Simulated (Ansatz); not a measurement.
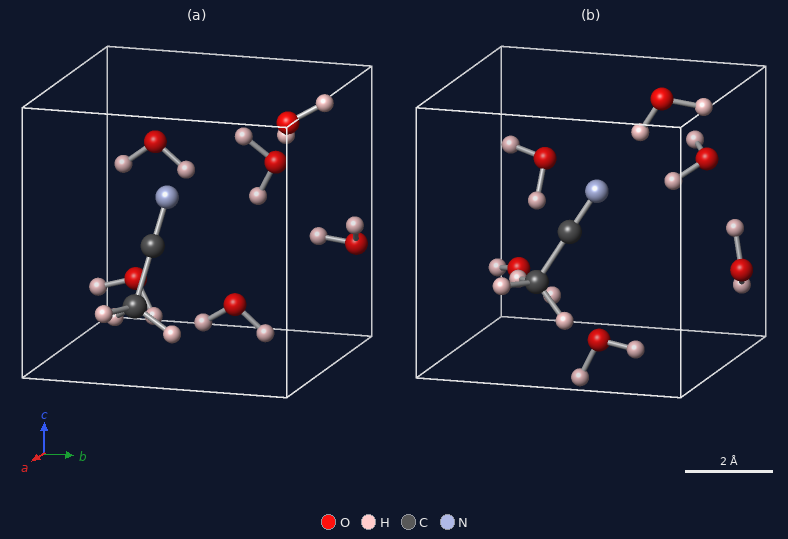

The structure of an amorphous cell of composition H₁₅C₂NO₆ before (left) and after (right) a relaxation, at one scale.

The picture is a ball-and-stick view of the cell of the calculation, seen slightly off an axis.

The cell holds 6 H2O + 1 CH3CN. The run prepares the start of a later molecular dynamics calculation, from a guessed geometry.

Theory: Ansatz 0.2.0, DFT LDA, scalar-relativistic, plane waves, PAW. (plane-wave cutoff 420 eV; k-point mesh 1 × 1 × 1; occupations fermi dirac; smearing width 0.02 eV; no spin polarisation; atoms relaxed in a fixed cell; force threshold 0.3 eV/Å; at most 15 steps)

Question: What changed between the two?

Answer: The relaxation stopped without meeting its thresholds, so the last structure isn't shown to be converged. It used up its limit of 15 steps. Over 14 geometry steps the energy falls by 189 meV per atom. Largest force component: 2.6 eV/Å at the start, 1.2 eV/Å at the end. The atom that moves furthest is an H atom (1.43 Å roughly along [−1 1 0]). Largest moves by element: H 1.43 Å, O 1.12 Å, N 0.88 Å, C 0.64 Å. The cell doesn't change. Some distances before and after: H–O 0.969 → 1.016 Å, C–C 1.461 → 1.417 Å, C–H 1.092 → 1.113 Å, C–N 1.178 → 1.158 Å. Bond angles that change, for instance: H–O–H 104.0° → 108.6°, H–O–H 104.0° → 108.3°. The run took 21 s on 1 thread of Arm Neoverse V2, on a shared host, peak memory 0.32 GiB.

Limits of the set-up: the periodic images lie only 6.4 Å apart, so the values are limited by the cell's size.
